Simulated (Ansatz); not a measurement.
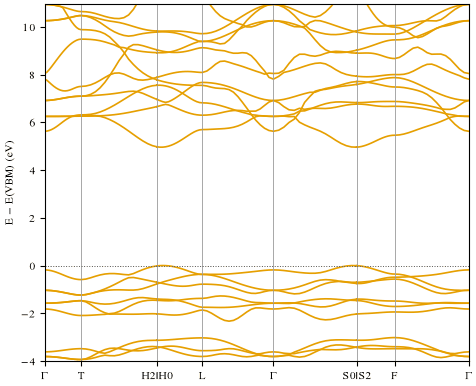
Figure. Band structure from LDA (plane waves, PAW; program Ansatz)

The gap is 4.96 eV; an edge lies off the plotted path or next to a special point (maximum off the standard path, minimum on the Γ–S0 line, 99 % of the way from Γ).

The material is YOF in space group R-3m (No. 166; Y on 6c, O on 6c, F on 6c).

The workflow started from a Materials Project entry (that database holds measured and hypothetical structures alike); the Crystallography Open Database files this formula in space group No. 166, but the cells were not matched. Whether it is the stable phase at ambient conditions was not checked. The LDA relaxation kept the symmetry of its start; of distortions, only those at the zone centre were tested. The run is not spin-polarised. Spin–orbit coupling is left out wherever it is not named.

Potentials: the later of the program's two PAW sets.
